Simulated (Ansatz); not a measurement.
SiNH₄Cl: several calculations on one system

### Relaxation

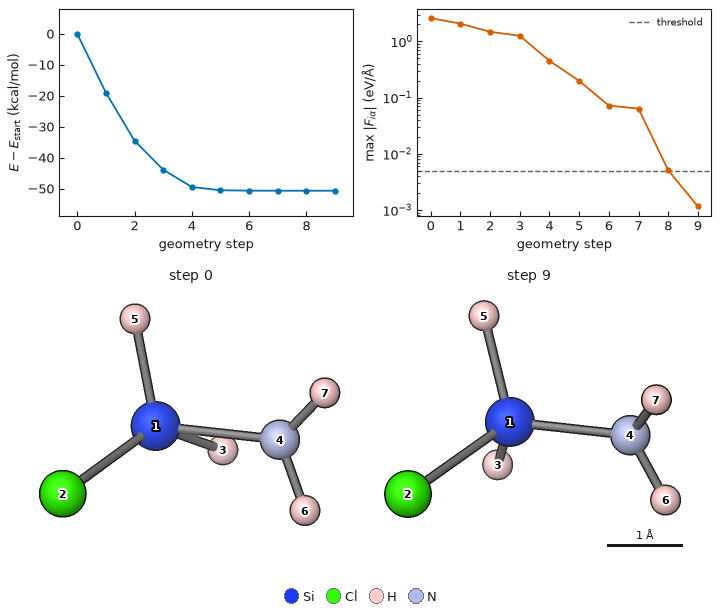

First and last geometry of a relaxation of SiNH4Cl (started from a transition state, displaced along its imaginary mode), with the history of the run. The picture is a ball-and-stick view, seen at a tilt.

All numbers below come from RKS PBE0-D4/def2-TZVP (Ansatz 0.2.0).

Input
```yaml
crystal:
  periodic: [false, false, false]
  atoms:
    - {symbol: Si, position_ang: [-0.353314, -0.444113, -0.600044]}
    - {symbol: Cl, position_ang: [1.050120, -1.943786, -1.069076]}
    - {symbol: H, position_ang: [-0.669277, 1.016945, -0.860353]}
    - {symbol: N, position_ang: [0.255078, 0.663011, 0.588811]}
    - {symbol: H, position_ang: [-1.411401, -1.213276, 0.113300]}
    - {symbol: H, position_ang: [1.023719, 1.244131, 0.261325]}
    - {symbol: H, position_ang: [0.104877, 0.676985, 1.566038]}
basis:
  gaussian: {orbitals: def2-TZVP}
hamiltonian: {xc: pbe0, dispersion: d4}
relax: {f_tol: 0.005, max_steps: 200}
```

> Read the history and describe the run.

It converged. After 9 geometry steps the energy has fallen by 50.7 kcal/mol. Largest force component: 2.6 eV/Å at the start, 0.0012 eV/Å at the end. The largest move after the best rigid fit is that of H3, 0.89 Å. By element the largest moves are H 0.89 Å, Cl 0.23 Å, Si 0.23 Å, N 0.19 Å. Near-neighbour distances that change, for instance: Si1–H3 1.517 → 1.478 Å, Si1–Cl2 2.107 → 2.071 Å, Si1–N4 1.735 → 1.701 Å, N4–H7 0.989 → 1.007 Å. Among the angles between lasting bonds that change: H3–Si1–N4 64.9° → 108.4°, Cl2–Si1–H3 141.8° → 105.8°, Si1–N4–H7 129.3° → 120.4°.

```csv
step,"E − E(0), kcal/mol","largest force component, eV/Å"
0,0.00,2.5900
1,-18.98,2.0740
2,-34.51,1.4810
3,-43.86,1.2580
4,-49.45,0.4528
5,-50.52,0.1984
6,-50.64,0.0723
7,-50.66,0.0636
8,-50.67,0.0051
9,-50.67,0.0012
```

### Relaxation

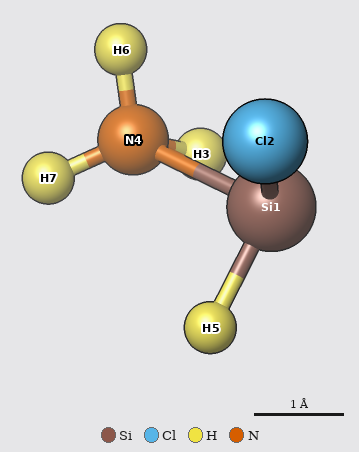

Starting structure of SiNH₄Cl (started from a transition state, displaced along its imaginary mode). Style: ball-and-stick. Shown from a free direction.

Method: RKS PBE0-D4/def2-TZVP (Ansatz 0.2.0).

The input:
```yaml
crystal:
  periodic: [false, false, false]
  atoms:
    - {symbol: Si, position_ang: [-0.443798, -0.629817, -0.880990]}
    - {symbol: Cl, position_ang: [1.113937, -2.008552, -1.009705]}
    - {symbol: H, position_ang: [-0.482274, 1.137990, -0.303238]}
    - {symbol: N, position_ang: [0.134483, 0.779721, 0.382044]}
    - {symbol: H, position_ang: [-1.372403, -1.226697, 0.168932]}
    - {symbol: H, position_ang: [1.048246, 1.213227, 0.223383]}
    - {symbol: H, position_ang: [0.001610, 0.734026, 1.419574]}
basis:
  gaussian: {orbitals: def2-TZVP}
hamiltonian: {xc: pbe0, dispersion: d4}
relax: {f_tol: 0.005, max_steps: 200}
```

Predict the outcome.

Over 13 geometry steps the energy falls by 94.4 kJ/mol. Largest force component: 2.6 eV/Å at the start, 0.0038 eV/Å at the end. H3 moves most after the best rigid fit: 0.76 Å. By element the largest moves are H 0.76 Å, Cl 0.61 Å, Si 0.24 Å, N 0.16 Å. Some distances before and after: Si1–H3 1.860 → 2.590 Å, Si1–Cl2 2.084 → 2.157 Å, Si1–N4 1.979 → 2.033 Å, N4–H7 1.047 → 1.016 Å. Bond angles that change, for instance: Si1–N4–H3 68.5° → 111.9°, H3–N4–H7 128.6° → 109.2°, Cl2–Si1–N4 107.0° → 89.3°. The run took roughly 60 core-seconds on a shared host.

Step by step:

| step | E − E(0), kJ/mol | largest force component, eV/Å |
| --- | --- | --- |
| 0 | 0.00 | 2.5810 |
| 1 | -45.14 | 1.5030 |
| 2 | -69.71 | 1.2980 |
| 3 | -82.39 | 1.6040 |
| 4 | -90.66 | 0.4479 |
| 5 | -92.13 | 0.4230 |
| 6 | -93.67 | 0.1352 |
| 7 | -93.88 | 0.0651 |
| 8 | -94.15 | 0.1432 |
| 9 | -94.19 | 0.1269 |
| 10 | -94.39 | 0.0256 |
| 11 | -94.39 | 0.0159 |
| 12 | -94.39 | 0.0087 |
| 13 | -94.40 | 0.0038 |

The structure at the end:

```xyz
7

Si   -0.4396   -0.6732   -1.1194
Cl    1.1679   -1.9211   -0.4045
H    -0.6399    1.4261    0.3838
N     0.1039    0.7528    0.2245
H    -1.4587   -1.1382   -0.0798
H     0.9233    1.2501   -0.1089
H     0.3430    0.3034    1.1042
```

After the run, drawn alike:

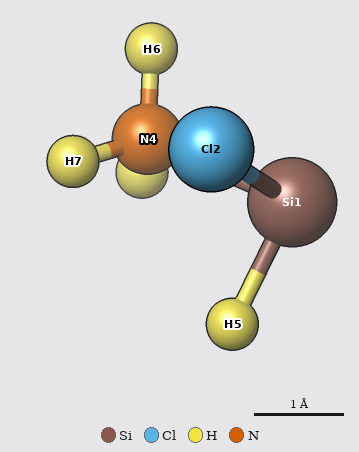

### Reaction

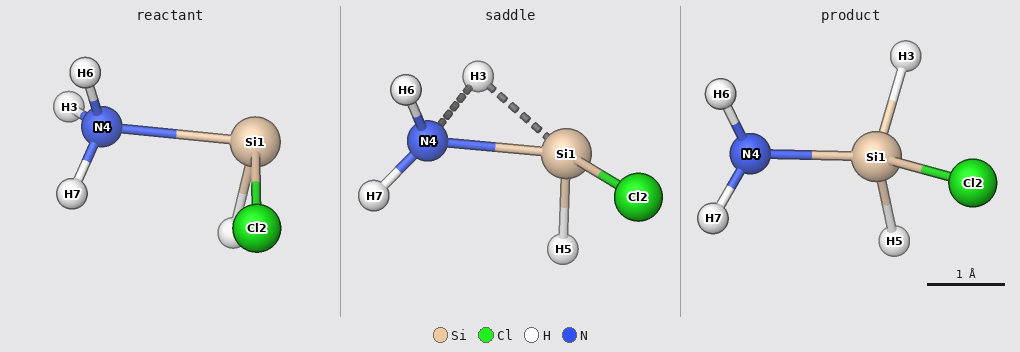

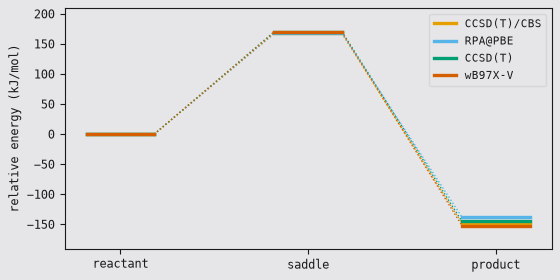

A reaction step of SiNH₄Cl, with its energy diagram. Style: ball-and-stick. Shown from a free direction. Dashed sticks mark bonds that form or break.

Stationary points at PBE0-D4/def2-TZVP, single-point energies with CCSD(T)/CBS, RPA@PBE, CCSD(T), wB97X-V (def2-TZVPP where no basis is named; Ansatz 0.2.0). The energies are electronic, without zero-point or thermal terms, and both ends are the minima reached downhill from the saddle, with any fragments still in contact. CCSD(T)/CBS stands for a frozen-core estimate: MP2 correlation extrapolated from def2-TZVPP and def2-QZVPP, CCSD(T) minus MP2 from the smaller set.

Question: Describe the step and its energetics.

Answer: From the reactant over the saddle to the product, a bond forms: Si1–H3 (2.59 → 1.63 → 1.48 Å). A bond breaks: H3–N4 (1.02 → 1.36 → 2.58 Å). Bonds that stay but change much: Si1–N4 (2.03 → 1.85 → 1.70 Å). The saddle has one imaginary mode, 1549i cm⁻¹. With CCSD(T)/CBS the barrier is 167.4 kJ/mol from the reactant and 315.8 kJ/mol from the product, and the product lies 148.4 kJ/mol below the reactant.

```tsv
level	barrier from the reactant (kJ/mol)	barrier from the product (kJ/mol)	the product less the reactant (kJ/mol)
CCSD(T)/CBS	167.4	315.8	−148.4
RPA@PBE	167.7	305.9	−138.2
CCSD(T)	170.6	315.8	−145.2
wB97X-V	169.6	321.9	−152.3
```

Against CCSD(T)/CBS, RPA@PBE comes closest on the barrier from the reactant (+0.3 kJ/mol) and CCSD(T) misses most (+3.2 kJ/mol). At 1 of the 3 structures the mean-field solution behind CCSD(T) isn't stable (a lower one of broken symmetry exists), so those energies are less reliable.
